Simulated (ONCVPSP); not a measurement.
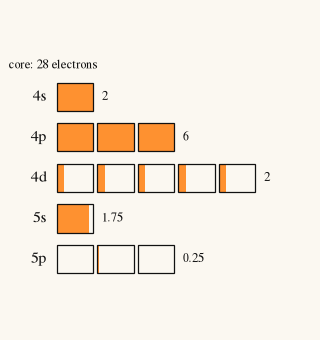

Fig. 1: The valence shells of the reference configuration: a box for each of the 2l + 1 orbitals, shaded by the share of the shell that is filled, with the electron count at the right. The shells are those of the unaltered input.

Run report: Zr, pseudopotential generation

System: zirconium (Zr, Z = 40), core [Ar] 3d10, reference valence 4s2 4p6 4d2 5s1.75 5p0.25, valence charge 12. (This line and the method describe the unaltered input from which the odd one was made.)
Method: ONCV potential, PBE, fully relativistic, made with ONCVPSP 4.0.1.

Input file:
```
# ATOM AND REFERENCE CONFIGURATION
# atsym  z   nc   nv     iexc    psfile
  Zr 40.00    6    5        4      upf
#
#   n    l    f
    1    0    2.00
    2    0    2.00
    2    1    6.00
    3    0    2.00
    3    1    6.00
    3    2   10.00
    4    0    2.00
    4    1    6.00
    4    2    2.00
    5    0    1.75
    5    1    0.25
#
# PSEUDOPOTENTIAL AND OPTIMIZATION
# lmax
    2
#
#   l,   rc,      ep,       ncon, nbas, qcut
    0    2.30    0.00    5    8    5.10
    1    2.45    0.00    4    8    5.00
    2    2.10    0.00    4    8    4.50
#
# LOCAL POTENTIAL
# lloc, lpopt,  rc(5),   dvloc0
    2    5    0.25    0.00
#
# VANDERBILT-KLEINMAN-BYLANDER PROJECTORs
# l, nproj, debl
    0    2    1.90
    1    2    3.40
    2    0    2.80
#
# MODEL CORE CHARGE
# icmod, fcfact, rcfact
    0    0.00    0.00
#
# LOG DERIVATIVE ANALYSIS
# epsh1, epsh2, depsh
   -4.00    5.00    0.02
#
# OUTPUT GRID
# rlmax, drl
    6.00    0.01
#
# TEST CONFIGURATIONS
# ncnf
    4
# nvcnf
#   n    l    f
    5
    4    0    2.00
    4    1    6.00
    4    2    2.00
    5    0    2.00
    5    1    0.00
#
    5
    4    0    2.00
    4    1    6.00
    4    2    2.00
    5    0    1.00
    5    1    0.00
#
    5
    4    0    2.00
    4    1    6.00
    4    2    2.00
    5    0    0.00
    5    1    0.00
#
    5
    4    0    2.00
    4    1    6.00
    4    2    1.00
    5    0    2.00
    5    1    0.00
#
```

Hardware: 1 CPU thread, shared host.

Command:
```bash
oncvpspr.x < Zr.dat > Zr.out
```

The program's output (extracts):
```
ONCVPSP  (Optimized Norm-Conservinng Vanderbilt PSeudopotential)
relativistic version 4.0.1

#   n    l    f        energy (Ha)
    1    0    2.00    -6.5478403D+02
    2    0    2.00    -9.0720031D+01
    2    1    6.00    -7.9888528D+01    -8.3043754D+01
    3    0    2.00    -1.4878471D+01
    3    1    6.00    -1.1518859D+01    -1.2021152D+01
    3    2   10.00    -6.3911338D+00    -6.4828861D+00
    4    0    2.00    -2.0138847D+00
    4    1    6.00    -1.1834767D+00    -1.2486626D+00
    4    2    2.00    -1.4048056D-01    -1.4527332D-01
    5    0    1.75    -1.7016969D-01
    5    1    0.25    -5.8597314D-02    -6.2267402D-02

Reference configufation results
  iterations    23
  all-electron total energy (Ha)   -3.59892856D+03

Begin loop to  construct optimized pseudo wave functions
and semi-local pseudopoentials for all angular momenta

Calculating optimized projector #   1

 for l=   0

    Fraction of norm inside rc  0.983346
    Optimizing pswf for qcut=   5.10 a_B^-1,  ecut=  13.02 Ha
    Residual kinetic energy error=  5.80D-05 Ha

    Energy error per electron        Cutoff
         Ha          eV             Ha
         0.01000     0.27211        3.97
         0.00100     0.02721        9.61
         0.00010     0.00272       12.27
         0.00001     0.00027       29.05

Calculating optimized projector #   2

 for l=   0

    Fraction of norm inside rc  0.115253
    Optimizing pswf for qcut=   5.10 a_B^-1,  ecut=  13.02 Ha
    Residual kinetic energy error=  6.10D-05 Ha

    Energy error per electron        Cutoff
         Ha          eV             Ha
         0.01000     0.27211        3.03
         0.00100     0.02721        8.94
         0.00010     0.00272       12.33
         0.00001     0.00027       29.78

Calculating optimized projector #   1

 for l=   1

    Fraction of norm inside rc  0.965667
    Optimizing pswf for qcut=   5.00 a_B^-1,  ecut=  12.49 Ha
    Residual kinetic energy error=  7.36D-06 Ha

    Energy error per electron        Cutoff
         Ha          eV             Ha
         0.01000     0.27211        7.17
         0.00100     0.02721        9.19
         0.00010     0.00272       10.81
         0.00001     0.00027       12.29

Calculating optimized projector #   2

 for l=   1

    Fraction of norm inside rc  0.046131
    Optimizing pswf for qcut=   5.00 a_B^-1,  ecut=  12.49 Ha
    Residual kinetic energy error=  9.17D-07 Ha

    Energy error per electron        Cutoff
         Ha          eV             Ha
         0.01000     0.27211        4.84
         0.00100     0.02721        7.35
         0.00010     0.00272        9.41
         0.00001     0.00027       10.98

Calculating optimized projector #   1

 for l=   1

    Fraction of norm inside rc  0.970737
    Optimizing pswf for qcut=   5.00 a_B^-1,  ecut=  12.49 Ha
    Residual kinetic energy error=  1.03D-05 Ha

    Energy error per electron        Cutoff
         Ha          eV             Ha
         0.01000     0.27211        7.39
         0.00100     0.02721        9.39
         0.00010     0.00272       10.99
         0.00001     0.00027       12.58

Calculating optimized projector #   2

 for l=   1

    Fraction of norm inside rc  0.051199
    Optimizing pswf for qcut=   5.00 a_B^-1,  ecut=  12.49 Ha
    Residual kinetic energy error=  1.66D-06 Ha

    Energy error per electron        Cutoff
         Ha          eV             Ha
         0.01000     0.27211        5.08
         0.00100     0.02721        7.68
         0.00010     0.00272        9.74
         0.00001     0.00027       11.29

Calculating optimized projector #   1

 for l=   2

    Fraction of norm inside rc  0.523399
    Optimizing pswf for qcut=   4.51 a_B^-1,  ecut=  10.16 Ha
    Residual kinetic energy error=  3.06D-03 Ha

    Energy error per electron        Cutoff
         Ha          eV             Ha
         0.01000     0.27211        8.68
         0.00100     0.02721       16.95
         0.00010     0.00272       49.17
         0.00001     0.00027       57.64

Calculating optimized projector #   1

 for l=   2

    Fraction of norm inside rc  0.533141
    Optimizing pswf for qcut=   4.51 a_B^-1,  ecut=  10.16 Ha
    Residual kinetic energy error=  3.28D-03 Ha

    Energy error per electron        Cutoff
         Ha          eV             Ha
         0.01000     0.27211        8.76
         0.00100     0.02721       17.55
         0.00010     0.00272       49.58
         0.00001     0.00027       58.02

Construct Vanderbilt / Kleinmman-Bylander projectors

B matrix Hermiticity error, ll=  0  kap= -1
   1   2    1.3539D-04

  Orthonormal projector coefficients  8.7031E+00  1.6344E+00

B matrix Hermiticity error, ll=  1  kap= -2
   1   2    4.9511D-05

  Orthonormal projector coefficients -3.5729E+00  9.7145E-01

B matrix Hermiticity error, ll=  1  kap=  1
   1   2    5.4424D-05

  Orthonormal projector coefficients -2.8007E+00  1.4767E+00

 Orthonormal scalar projector coefficients, l =  1
 -3.3117E+00  1.1240E+00  1.4271E-02 -2.2247E-03

 Orthonormal spin-orbit projector coefficients, l =  1
 -5.9671E-01 -3.6929E-01  9.0653E-02  2.3663E-02

 Orthonormal scalar projector coefficients, l =  2

 Orthonormal spin-orbit projector coefficients, l =  2

Pseudoatom total energy  -47.108588

Diagnostic tests using Vanderbilt-Kleinman-Bylander pseudopotentials
  relativistic with J = L +/- 1/2 projectors

   l  kap   rcore       rmatch      e in        delta e    norm test   slope test

   0  -1   2.3068371   2.3768777  -2.0138847   0.0000011   1.0000743   1.0000603
   0  -1   2.3068371   2.3768777  -0.1701697   0.0000007   1.0000202   1.0000163

   1  -2   2.4637391   2.5385436  -1.1834767  -0.0000011   1.0002187   1.0002156
   1   1   2.4637391   2.5385436  -1.2486626  -0.0000006   1.0002031   1.0001966
   1  -2   2.4637391   2.5385436  -0.0585973   0.0000004   1.0000061   1.0000048
   1   1   2.4637391   2.5385436  -0.0622674   0.0000015   1.0000163   1.0000147

   2  -3   2.1088574   2.1728869  -0.1404806  -0.0018987   0.9999715   0.9856671
   2   2   2.1088574   2.1728869  -0.1452733   0.0028940   0.9999650   1.0215333

Diagnostic tests using Vanderbilt-Kleinman-Bylander pseudopotentials
  relativistic with scalar and spin-orbit non-local projectors

   l  kap   rcore       rmatch      e in        delta e    norm test   slope test

   0  -1   2.3068371   2.3768777  -2.0138847   0.0000011   1.0000743   1.0000603
   0  -1   2.3068371   2.3768777  -0.1701697   0.0000007   1.0000202   1.0000163

   1  -2   2.4637391   2.5385436  -1.1834767   0.0004082   1.0001135   1.0003453
   1   1   2.4637391   2.5385436  -1.2486626   0.0003943   1.0001287   1.0003336
   1  -2   2.4637391   2.5385436  -0.0585973   0.0000009   1.0000190   1.0000051
   1   1   2.4637391   2.5385436  -0.0622674   0.0000016   1.0000188   1.0000153

   2  -3   2.1088574   2.1728869  -0.1404806  -0.0018987   0.9999715   0.9856671
   2   2   2.1088574   2.1728869  -0.1452733   0.0028940   0.9999650   1.0215333

Ghost test for J = L + 1/2

 Testing for bound ghosts
   n   l    E NL Schr. Eq   E Basis Diag.   E Cutoff

   1   0       -2.013884       -2.013863     49.87
   2   0       -0.170169       -0.156146     49.87

   2   1       -1.183478       -1.183468     50.26
   3   1       -0.058597       -0.024288     50.26

 Testing for highly-localized positive-energy ghosts
       l    <radius>/rc     E Basis Diag.   E Cutoff

       0        0.295585       10.209400     49.87  WARNING - GHOST(+)

Ghost test for J = L - 1/2

 Testing for bound ghosts
   n   l    E NL Schr. Eq   E Basis Diag.   E Cutoff

   1   0       -2.013884       -2.013863     49.87
   2   0       -0.170169       -0.156146     49.87

   2   1       -1.248663       -1.248654     50.26
   3   1       -0.062266       -0.030569     50.26

 Testing for highly-localized positive-energy ghosts
       l    <radius>/rc     E Basis Diag.   E Cutoff

       0        0.295585       10.209400     49.87  WARNING - GHOST(+)

Test configuration 0

   n   l kap    f        eae           eps        diff
   1   0  -1  2.0000 -654.78402923
   2   0  -1  2.0000  -90.72003107
   2   1  -2  4.0000  -79.88852817
   2   1   1  2.0000  -83.04375358
   3   0  -1  2.0000  -14.87847139
   3   1  -2  4.0000  -11.51885886
   3   1   1  2.0000  -12.02115161
   3   2  -3  6.0000   -6.39113381
   3   2   2  4.0000   -6.48288612
   4   0  -1  2.0000   -2.01388466   -2.01388361    1.05E-06
   4   1  -2  4.0000   -1.18347675   -1.18347780   -1.05E-06
   4   1   1  2.0000   -1.24866261   -1.24866320   -5.88E-07
   4   2  -3  1.2000   -0.14048056   -0.14237927   -1.90E-03
   4   2   2  0.8000   -0.14527332   -0.14237927    2.89E-03
   5   0  -1  1.7500   -0.17016969   -0.17016898    7.10E-07
   5   1  -2  0.1667   -0.05859731   -0.05859693    3.88E-07
   5   1   1  0.0833   -0.06226740   -0.06226588    1.52E-06

    Total energies and differences
      AE_ref= -3.59892856E+03  AE_tst= -3.59892856E+03  dif=  0.00E+00
      PS_ref= -4.71085877E+01  PS_tst= -4.71085877E+01  dif= -6.32E-13
      PSP excitation error=  6.32E-13

Test configuration 1

   n   l kap    f        eae           eps        diff
   1   0  -1  2.0000 -654.77211931
   2   0  -1  2.0000  -90.70836883
   2   1  -2  4.0000  -79.87686378
   2   1   1  2.0000  -83.03208626
   3   0  -1  2.0000  -14.86673142
   3   1  -2  4.0000  -11.50712490
   3   1   1  2.0000  -12.00941668
   3   2  -3  6.0000   -6.37942064
   3   2   2  4.0000   -6.47117294
   4   0  -1  2.0000   -2.00212080   -2.00193328    1.88E-04
   4   1  -2  4.0000   -1.17174569   -1.17165986    8.58E-05
   4   1   1  2.0000   -1.23692299   -1.23682296    1.00E-04
   4   2  -3  1.2000   -0.13039644   -0.13227312   -1.88E-03
   4   2   2  0.8000   -0.13513378   -0.13227312    2.86E-03
   5   0  -1  2.0000   -0.16313057   -0.16312002    1.05E-05
   5   1  -2  0.0000   -0.05286461   -0.05286461    0.00E+00
   5   1   1  0.0000   -0.05645211   -0.05645211    0.00E+00

    Total energies and differences
      AE_ref= -3.59892856E+03  AE_tst= -3.59895598E+03  dif= -2.74E-02
      PS_ref= -4.71085877E+01  PS_tst= -4.71360074E+01  dif= -2.74E-02
      PSP excitation error= -1.02E-06

Test configuration 2

   n   l kap    f        eae           eps        diff
   1   0  -1  2.0000 -655.02003005
   2   0  -1  2.0000  -90.95380611
   2   1  -2  4.0000  -80.12245378
   2   1   1  2.0000  -83.27772176
   3   0  -1  2.0000  -15.11233182
   3   1  -2  4.0000  -11.75269547
   3   1   1  2.0000  -12.25499819
   3   2  -3  6.0000   -6.62482104
   3   2   2  4.0000   -6.71657545
   4   0  -1  2.0000   -2.24737720   -2.24842657   -1.05E-03
   4   1  -2  4.0000   -1.41719108   -1.41769048   -4.99E-04
   4   1   1  2.0000   -1.48235187   -1.48290805   -5.56E-04
   4   2  -3  1.2000   -0.36476599   -0.36687919   -2.11E-03
   4   2   2  0.8000   -0.36995486   -0.36687919    3.08E-03
   5   0  -1  1.0000   -0.36541470   -0.36549589   -8.12E-05
   5   1  -2  0.0000   -0.22823644   -0.22823644    0.00E+00
   5   1   1  0.0000   -0.23406793   -0.23406793    0.00E+00

    Total energies and differences
      AE_ref= -3.59892856E+03  AE_tst= -3.59869368E+03  dif=  2.35E-01
      PS_ref= -4.71085877E+01  PS_tst= -4.68736814E+01  dif=  2.35E-01
      PSP excitation error= -2.54E-05

Test configuration 3

   n   l kap    f        eae           eps        diff
   1   0  -1  2.0000 -655.31301457
   2   0  -1  2.0000  -91.24358012
   2   1  -2  4.0000  -80.41241935
   2   1   1  2.0000  -83.56774675
   3   0  -1  2.0000  -15.40190335
   3   1  -2  4.0000  -12.04221022
   3   1   1  2.0000  -12.54454462
   3   2  -3  6.0000   -6.91413765
   3   2   2  4.0000   -7.00590080
   4   0  -1  2.0000   -2.53426599   -2.53710882   -2.84E-03
   4   1  -2  4.0000   -1.70291057   -1.70429764   -1.39E-03
   4   1   1  2.0000   -1.76831277   -1.76984092   -1.53E-03
   4   2  -3  1.2000   -0.63341270   -0.63587148   -2.46E-03
   4   2   2  0.8000   -0.63912168   -0.63587148    3.25E-03
   5   0  -1  0.0000   -0.58927873   -0.58927873    0.00E+00
   5   1  -2  0.0000   -0.42608930   -0.42608930    0.00E+00
   5   1   1  0.0000   -0.43425256   -0.43425256    0.00E+00

    Total energies and differences
      AE_ref= -3.59892856E+03  AE_tst= -3.59821814E+03  dif=  7.10E-01
      PS_ref= -4.71085877E+01  PS_tst= -4.63979528E+01  dif=  7.11E-01
      PSP excitation error= -2.14E-04

Test configuration 4

   n   l kap    f        eae           eps        diff
   1   0  -1  2.0000 -655.14016033
   2   0  -1  2.0000  -91.08392486
   2   1  -2  4.0000  -80.25192879
   2   1   1  2.0000  -83.40701698
   3   0  -1  2.0000  -15.23916634
   3   1  -2  4.0000  -11.87954067
   3   1   1  2.0000  -12.38190836
   3   2  -3  6.0000   -6.75248479
   3   2   2  4.0000   -6.84426894
   4   0  -1  2.0000   -2.36226476   -2.35995501    2.31E-03
   4   1  -2  4.0000   -1.52399693   -1.52288888    1.11E-03
   4   1   1  2.0000   -1.59065710   -1.58928196    1.38E-03
   4   2  -3  0.6000   -0.44186963   -0.44393644   -2.07E-03
   4   2   2  0.4000   -0.44772623   -0.44393644    3.79E-03
   5   0  -1  2.0000   -0.40591298   -0.40585926    5.37E-05
   5   1  -2  0.0000   -0.25640807   -0.25640807    0.00E+00
   5   1   1  0.0000   -0.26321816   -0.26321816    0.00E+00

    Total energies and differences
      AE_ref= -3.59892856E+03  AE_tst= -3.59867439E+03  dif=  2.54E-01
      PS_ref= -4.71085877E+01  PS_tst= -4.68544676E+01  dif=  2.54E-01
      PSP excitation error=  4.74E-05
```

Outcome:

```tsv
quantity	value
outcome	generated
ghost flags of the generator	0 GHOST(-), 2 GHOST(+)
largest excitation error printed	5.8 meV
wall time	6.9 s
```

What is odd here:

The input is odd on purpose: rc(5) set to 0.25 bohr. The program ran to the end. The all-electron atom is untouched: its total energy equals that from the unaltered input (−3598.9286 Ha). The pseudo-atom's energy and ghost flags in the reference configuration are also those from the unaltered input, so the oddity leaves no trace there.
